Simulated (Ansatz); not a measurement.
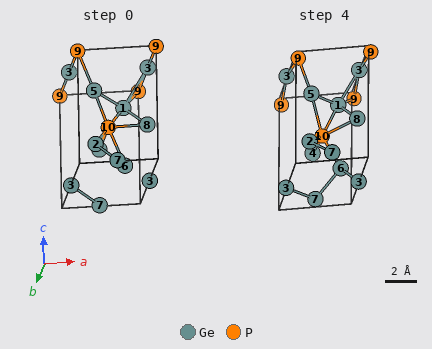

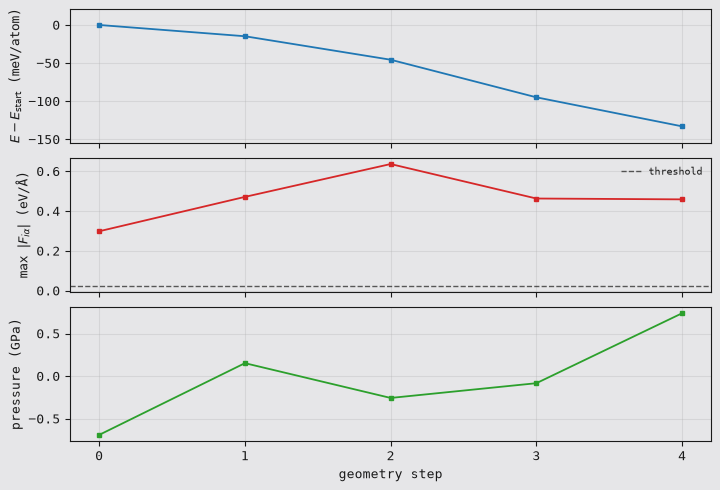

First and last geometry of a relaxation of solid Ge4P (a generated structure, set up in P1) (coarse preliminary run), with the history of the run. The picture is a ball-and-stick view of the cell of the calculation, seen from a free direction.

Method: Ansatz, DFT PBE, scalar-relativistic, plane waves, PAW.

The input:
```yaml
crystal:
  lattice:
    - [2.9952867172, -2.9707639241, -2.936400016]
    - [-2.9057906055, -3.0053335332, 3.0604657368]
    - [-6.1409391474, 0.2135618324, -6.2367275774]
  atoms:
    - { symbol: Ge, position: [0.7524609334, 0.7670368002, 0.7634660061] }
    - { symbol: Ge, position: [0.2684204538, 0.2520512371, 0.2605489301] }
    - { symbol: Ge, position: [1.003328172, 0.4810544958, -0.0032016482] }
    - { symbol: Ge, position: [0.4876938586, 0.9838963851, 0.494399289] }
    - { symbol: Ge, position: [0.2641707253, 0.2614705935, 0.7371123042] }
    - { symbol: Ge, position: [0.7518382276, 0.7364602674, 0.2417359524] }
    - { symbol: Ge, position: [0.4838233426, 1.0009731293, 1.008717952] }
    - { symbol: Ge, position: [0.9897380411, 0.5014207284, 0.5020450573] }
    - { symbol: P, position: [0.0025426139, 1.0010628781, 0.9925741642] }
    - { symbol: P, position: [0.4959836318, 0.514573485, 0.5026019928] }
basis:
  ecutwfc: 420
kpoints:
  mp_grid: { grid: [4, 4, 4] }
hamiltonian:
  xc: pbe
scf:
  occupations: { method: gaussian, width: 0.2 }
  lower_state_search: "off"
output:
  forces: true
  stress: true
  eigenvalues: true
relax:
  adjacent_minimum: "off"
  f_tol: 0.025
  max_steps: 60
  cell: { stress_tol: 0.25 }
```

Command:
```bash
ansatz run input.yaml --threads 1 --pin off --max-ram 2560MiB --backend cpu --events-out ev --progress --plain --runs-dir out
```

Question: Read the history and describe the run.

Answer: The run was cut off at its time limit before the relaxation converged, so the last structure is only a point on the way. Over 4 geometry steps the energy falls by 133 meV per atom. The largest force component goes from 0.3 to 0.46 eV/Å. The pressure goes from −0.69 to 0.74 GPa. The atom that moves furthest relative to the cell is P10 (0.59 Å along [0 3 −1]). Largest moves by element: P 0.59 Å, Ge 0.50 Å. Cell: a 5.140 → 4.756 Å (−7.5 %), b 5.181 → 5.436 Å (+4.9 %), c 8.755 → 8.703 Å (−0.6 %), α 92.4° → 91.2°, β 90.9° → 88.8°, γ 109.2° → 109.1°. Volume −3.3 %. Near-neighbour distances that change, for instance: Ge4–Ge8 3.046 → 2.525 Å, Ge6–Ge7 3.053 → 2.592 Å, Ge1–Ge3 3.075 → 2.650 Å, Ge4–Ge5 2.969 → 2.564 Å. Among the angles between lasting bonds that change: Ge8–P10–Ge8 177.1° → 131.3°, P10–Ge8–P10 177.1° → 131.3°, Ge7–P9–Ge7 173.7° → 135.9°. The space group stays P1 (No. 1).

```json
{"step": "0", "E − E(0), meV/atom": "0.00", "largest force component, eV/Å": "0.2984", "pressure, GPa": "-0.69", "volume, Å³/atom": "21.987"}
{"step": "1", "E − E(0), meV/atom": "-14.77", "largest force component, eV/Å": "0.4711", "pressure, GPa": "0.15", "volume, Å³/atom": "21.553"}
{"step": "2", "E − E(0), meV/atom": "-45.59", "largest force component, eV/Å": "0.6362", "pressure, GPa": "-0.26", "volume, Å³/atom": "21.609"}
{"step": "3", "E − E(0), meV/atom": "-94.88", "largest force component, eV/Å": "0.4629", "pressure, GPa": "-0.08", "volume, Å³/atom": "21.527"}
{"step": "4", "E − E(0), meV/atom": "-132.96", "largest force component, eV/Å": "0.4587", "pressure, GPa": "0.74", "volume, Å³/atom": "21.263"}
```
